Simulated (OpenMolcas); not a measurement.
## How basis sets differ on H3PO (phosphinous acid)

H3PO has 5 atoms, charge 0, and is taken as a singlet. As SMILES, `OP`. Geometry: relaxed at GFN2-xTB. This is one conformer, not always the lowest.

```xyz
5

O     0.3269   -0.5385    0.7645
P     0.0756    0.2354   -0.6651
H     1.1035   -1.0999    0.7600
H    -1.2875   -0.0816   -0.7622
H    -0.2185    1.4846   -0.0973
```

Quantity: the dipole moment, in D. The values are calculated.

```json
{"level": "HF/ANO-R0 (sfX2C)", "kind": "Hartree–Fock", "program": "OpenMolcas", "value (D)": "1.65", "CPU time": "1.7 s"}
{"level": "HF/ANO-RCC-MB (DKH2)", "kind": "Hartree–Fock", "program": "OpenMolcas", "value (D)": "0.85", "CPU time": "2 s"}
{"level": "HF/STO-3G", "kind": "Hartree–Fock", "program": "OpenMolcas", "value (D)": "1.05", "CPU time": "1.6 s"}
{"level": "HF/3-21G", "kind": "Hartree–Fock", "program": "OpenMolcas", "value (D)": "1.23", "CPU time": "1.9 s"}
{"level": "HF/def2-SVP", "kind": "Hartree–Fock", "program": "OpenMolcas", "value (D)": "0.95", "CPU time": "2.5 s"}
{"level": "HF/def2-SVPD", "kind": "Hartree–Fock", "program": "OpenMolcas", "value (D)": "0.74", "CPU time": "3.9 s"}
{"level": "HF/aug-cc-pVDZ", "kind": "Hartree–Fock", "program": "OpenMolcas", "value (D)": "0.70", "CPU time": "5.5 s"}
```

The values span 0.70 to 1.65 D. Magnitudes only: a small dipole may point the other way at some levels. Sets without polarisation functions give poor dipoles. Without the sets that lack polarisation functions the rows with a basis span only 0.70 to 0.95 D. Times are those of the runs behind each value, whatever else they computed, on shared processors of several kinds: orders of magnitude only.

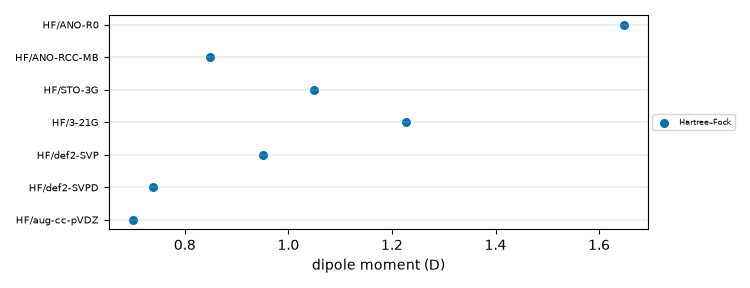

The values of the table, level by level.
